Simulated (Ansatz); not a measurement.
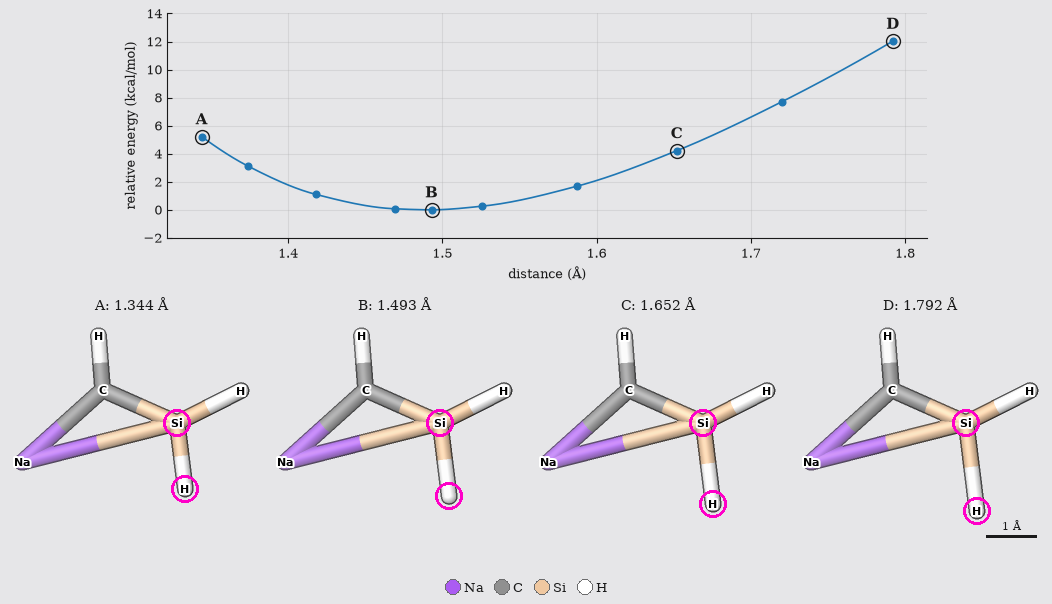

CH$_{3}$NaSi: one Si–H bond length is varied, with the rest of the molecule carried along rigidly. The lettered frames are marked on the plot. Style: stick. Shown at a tilt. The ringed atoms are those of the scanned coordinate.

Computed with Ansatz: CCSD(T), basis def2-TZVPP, on geometries moved rigidly from the minimum at PBE0-D4/def2-TZVP. Coupled cluster with a frozen core. Energies are counted from the PBE0-D4/def2-TZVP minimum geometry at the same level.

> Describe the profile.

The lowest computed point lies at the distance 1.493 Å (0.0 kcal/mol). The end points stand at 5.2 kcal/mol (1.344 Å) and 12.0 kcal/mol (1.792 Å). The curvature at the lowest point is about 17 eV/Å² (2.7 mdyn/Å). The well is steeper on the short side, as for any bond. At 1.344 Å to 1.792 Å the mean-field solution behind CCSD(T) isn't stable (a lower one of broken symmetry exists), so those energies are less reliable.

The computed points:

```csv
distance (Å),relative energy (kcal/mol)
1.344,5.2
1.374,3.1
1.418,1.1
1.469,0.1
1.493,0.0
1.526,0.3
1.587,1.7
1.652,4.2
1.720,7.7
1.792,12.0
```
